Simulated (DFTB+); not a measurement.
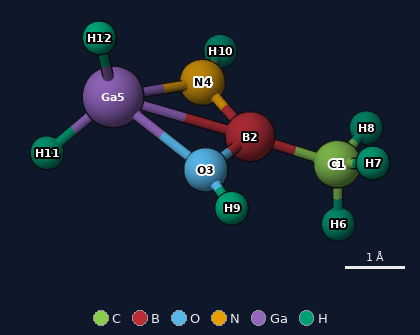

**Figure 1.** The structure as given in the input (ball-and-stick view, seen at a tilt; atoms are numbered from 1 in the order of the input). Sticks mark near contacts.

**Run report: CH$_{7}$BGaNO, geometry relaxation (part 1 of 2)**

System: CH$_{7}$BGaNO.
Method: GFN1-xTB, R-SCC, dispersion built in (DFTB+ 25.1).

The geometry comes from this level: GFN2-xTB.

### What the program printed
```
|  DFTB+ development version (commit: a23bfb2)

Reading input file 'dftb_in.hsd'
Parser version: 14

--------------------------------------------------------------------------------
WARNING!
-> This driver is deprecated and will be removed in future versions.
Please use the GeometryOptimisation driver instead.
Path: dftbplusinput/Driver/gDIIS
Line: 5-10 (File: dftb_in.hsd)

Processed input in HSD format written to 'dftb_pin.hsd'

Starting initialization...
--------------------------------------------------------------------------------
OpenMP threads:              1
Chosen random seed:          328668474
Current stacksize:           unlimited
Mode:                        Modified gDIIS relaxation
WARNING!
-> This geometry optimisation method requires force related energies for accurate minimisation.
Self consistent charges:     Yes
SCC-tolerance:                 0.100000E-04
Max. scc iterations:                    100
Shell resolved Hubbard:      Yes
Spin polarisation:           No
Nr. of up electrons:            14.000000
Nr. of down electrons:          14.000000
Periodic boundaries:         No
Electronic solver:           Relatively robust
Mixer:                       Broyden mixer
Mixing parameter:                  0.200000
Nr. of chrg. vec. in memory:            100
Max. SCC-cycles:                        100
Nr. of moved atoms:                      12
Max. nr. of geometry steps:             100
Force tolerance:               0.100000E-02
tblite library version:      0.3.0
-> parametrization:          GFN1-xTB
-> repulsion:                Yes
-> dispersion:               Yes
-> halogen bonding:          Yes
-> electrostatics:           Yes
   -> isotropic:             Yes
   -> anisotropic:           No
   -> third-order:           Yes
Electronic temperature:              0.950045E-03 H      0.258520E-01 eV
Initial charges:             Set automatically (system chrg:   0.000E+00)
Included shells:             C:  s, p
                             B:  s, p
                             O:  s, p
                             N:  s, p
                            Ga:  s, p, d
                             H:  s, s2
Extra options:
                             Mulliken analysis
Force type                   original

--------------------------------------------------------------------------------

***  Geometry step: 0

 iSCC Total electronic   Diff electronic      SCC error
    1   -0.16617278E+02    0.00000000E+00    0.15869049E+01
    2   -0.16712777E+02   -0.16617278E+02    0.10637624E+01
    3   -0.16722078E+02   -0.95498948E-01    0.69169341E+00
    4   -0.16727447E+02   -0.93015180E-02    0.66776034E+00
    5   -0.16776548E+02   -0.53692046E-02    0.62397468E-01
    6   -0.16777192E+02   -0.49100297E-01    0.40333272E-01
    7   -0.16777475E+02   -0.64436605E-03    0.53558294E-02
    8   -0.16777484E+02   -0.28276848E-03    0.28459822E-02
    9   -0.16777485E+02   -0.87150817E-05    0.31072197E-02
   10   -0.16777486E+02   -0.95345130E-06    0.14269209E-03
   11   -0.16777486E+02   -0.14783227E-05    0.80711906E-04
   12   -0.16777486E+02   -0.29743710E-08    0.13749057E-03
   13   -0.16777486E+02    0.87336360E-09    0.35831557E-04
   14   -0.16777486E+02   -0.21996058E-08    0.13471770E-05

Total Energy:                      -16.6209715374 H         -452.2796 eV
Extrapolated to 0K:                -16.6209715374 H         -452.2796 eV
Total Mermin free energy:          -16.6209715374 H         -452.2796 eV
Force related energy:              -16.6209715374 H         -452.2796 eV

Maximal force component:             0.148239E-01
Averaged force norm:                 0.852560E-02

--------------------------------------------------------------------------------

***  Geometry step: 1

 iSCC Total electronic   Diff electronic      SCC error
    1   -0.16775873E+02    0.00000000E+00    0.12271607E-01
    2   -0.16775890E+02    0.16133806E-02    0.70547906E-02
    3   -0.16775897E+02   -0.17376606E-04    0.15439564E-02
    4   -0.16775897E+02   -0.71875481E-05    0.55326636E-03
    5   -0.16775897E+02   -0.95326108E-07    0.13985020E-03
    6   -0.16775897E+02   -0.20870800E-07    0.45547848E-04
    7   -0.16775897E+02   -0.24394708E-08    0.19556705E-04
    8   -0.16775897E+02   -0.53135452E-09    0.95897152E-06

Total Energy:                      -16.6197733591 H         -452.2470 eV
Extrapolated to 0K:                -16.6197733591 H         -452.2470 eV
Total Mermin free energy:          -16.6197733591 H         -452.2470 eV
Force related energy:              -16.6197733591 H         -452.2470 eV

Maximal force component:             0.280395E-01
Averaged force norm:                 0.141767E-01

--------------------------------------------------------------------------------

***  Geometry step: 2

 iSCC Total electronic   Diff electronic      SCC error
    1   -0.16779417E+02    0.00000000E+00    0.24224670E-01
    2   -0.16779475E+02   -0.35193221E-02    0.14278761E-01
    3   -0.16779500E+02   -0.58102955E-04    0.27021034E-02
    4   -0.16779500E+02   -0.24772678E-04    0.99857846E-03
    5   -0.16779500E+02   -0.38694306E-06    0.24721709E-03
    6   -0.16779500E+02   -0.57606069E-07    0.86497335E-04
    7   -0.16779500E+02   -0.15608570E-07    0.27608499E-04
    8   -0.16779500E+02   -0.14032828E-08    0.16548557E-05

Total Energy:                      -16.6213705794 H         -452.2905 eV
Extrapolated to 0K:                -16.6213705794 H         -452.2905 eV
Total Mermin free energy:          -16.6213705794 H         -452.2905 eV
Force related energy:              -16.6213705794 H         -452.2905 eV

Maximal force component:             0.102061E-01
Averaged force norm:                 0.602324E-02

--------------------------------------------------------------------------------

***  Geometry step: 3

 iSCC Total electronic   Diff electronic      SCC error
    1   -0.16778316E+02    0.00000000E+00    0.78673137E-02
    2   -0.16778334E+02    0.11840843E-02    0.38505634E-02
    3   -0.16778340E+02   -0.17846409E-04    0.13866917E-02
    4   -0.16778341E+02   -0.66135215E-05    0.79498545E-03
    5   -0.16778341E+02   -0.24589701E-06    0.19776895E-03
    6   -0.16778341E+02   -0.34116706E-07    0.60419698E-04
    7   -0.16778341E+02   -0.23271234E-08    0.29800848E-04
    8   -0.16778341E+02   -0.43659654E-09    0.16521637E-05

Total Energy:                      -16.6219658495 H         -452.3067 eV
Extrapolated to 0K:                -16.6219658495 H         -452.3067 eV
Total Mermin free energy:          -16.6219658495 H         -452.3067 eV
Force related energy:              -16.6219658495 H         -452.3067 eV

Maximal force component:             0.488016E-02
Averaged force norm:                 0.293873E-02

--------------------------------------------------------------------------------

***  Geometry step: 4

 iSCC Total electronic   Diff electronic      SCC error
    1   -0.16778418E+02    0.00000000E+00    0.25915436E-02
    2   -0.16778419E+02   -0.77305788E-04    0.11386872E-02
    3   -0.16778419E+02   -0.10558475E-05    0.37439190E-03
    4   -0.16778419E+02   -0.28179322E-06    0.15618644E-03
    5   -0.16778419E+02   -0.82965492E-08    0.29110115E-04
    6   -0.16778419E+02   -0.13862866E-08    0.85844371E-05

Total Energy:                      -16.6219859717 H         -452.3073 eV
Extrapolated to 0K:                -16.6219859717 H         -452.3073 eV
Total Mermin free energy:          -16.6219859717 H         -452.3073 eV
Force related energy:              -16.6219859717 H         -452.3073 eV

Maximal force component:             0.499549E-02
Averaged force norm:                 0.286466E-02

--------------------------------------------------------------------------------

***  Geometry step: 5

 iSCC Total electronic   Diff electronic      SCC error
    1   -0.16777826E+02    0.00000000E+00    0.36941129E-02
    2   -0.16777830E+02    0.59324422E-03    0.26809344E-02
    3   -0.16777833E+02   -0.42998764E-05    0.96215853E-03
    4   -0.16777833E+02   -0.21335840E-05    0.41326448E-03
    5   -0.16777833E+02   -0.66617513E-07    0.13892560E-03
    6   -0.16777833E+02   -0.54354636E-08    0.35256939E-04
    7   -0.16777833E+02   -0.12692318E-08    0.16983721E-04
    8   -0.16777833E+02   -0.77204021E-10    0.27009911E-05

Total Energy:                      -16.6221709787 H         -452.3123 eV
Extrapolated to 0K:                -16.6221709787 H         -452.3123 eV
Total Mermin free energy:          -16.6221709787 H         -452.3123 eV
Force related energy:              -16.6221709787 H         -452.3123 eV

Maximal force component:             0.290623E-02
Averaged force norm:                 0.210958E-02

--------------------------------------------------------------------------------

***  Geometry step: 6

 iSCC Total electronic   Diff electronic      SCC error
    1   -0.16777021E+02    0.00000000E+00    0.20028421E-02
    2   -0.16777021E+02    0.81168565E-03    0.15502589E-02
    3   -0.16777021E+02   -0.23069245E-06    0.58496975E-03
    4   -0.16777021E+02   -0.12213853E-06    0.16897781E-03
    5   -0.16777021E+02   -0.14849537E-07    0.31056198E-04
    6   -0.16777021E+02   -0.35278376E-08    0.10774219E-04
    7   -0.16777021E+02   -0.14492940E-09    0.32898516E-05

Total Energy:                      -16.6222687638 H         -452.3149 eV
Extrapolated to 0K:                -16.6222687638 H         -452.3149 eV
Total Mermin free energy:          -16.6222687638 H         -452.3149 eV
Force related energy:              -16.6222687638 H         -452.3149 eV

Maximal force component:             0.210655E-02
Averaged force norm:                 0.153460E-02

--------------------------------------------------------------------------------

***  Geometry step: 7

 iSCC Total electronic   Diff electronic      SCC error
    1   -0.16776410E+02    0.00000000E+00    0.82285662E-03
    2   -0.16776411E+02    0.61084111E-03    0.51833032E-03
    3   -0.16776411E+02   -0.13427239E-06    0.27055509E-03
    4   -0.16776411E+02   -0.49881727E-07    0.74476123E-04
    5   -0.16776411E+02   -0.88722985E-09    0.22797293E-04
    6   -0.16776411E+02   -0.70666673E-09    0.19428544E-05

Total Energy:                      -16.6222942953 H         -452.3156 eV
Extrapolated to 0K:                -16.6222942953 H         -452.3156 eV
Total Mermin free energy:          -16.6222942953 H         -452.3156 eV
Force related energy:              -16.6222942953 H         -452.3156 eV

Maximal force component:             0.175385E-02
Averaged force norm:                 0.140477E-02

--------------------------------------------------------------------------------

***  Geometry step: 8

 iSCC Total electronic   Diff electronic      SCC error
    1   -0.16775958E+02    0.00000000E+00    0.13500238E-02
    2   -0.16775958E+02    0.45262748E-03    0.10043122E-02
    3   -0.16775958E+02   -0.19462656E-06    0.30934278E-03
    4   -0.16775958E+02   -0.95029545E-07    0.13562491E-03
    5   -0.16775958E+02   -0.45001052E-08    0.18656565E-04
    6   -0.16775958E+02   -0.97297104E-09    0.51203903E-05

Total Energy:                      -16.6223309442 H         -452.3166 eV
Extrapolated to 0K:                -16.6223309442 H         -452.3166 eV
Total Mermin free energy:          -16.6223309442 H         -452.3166 eV
Force related energy:              -16.6223309442 H         -452.3166 eV

Maximal force component:             0.147907E-02
Averaged force norm:                 0.115457E-02

--------------------------------------------------------------------------------

***  Geometry step: 9
```
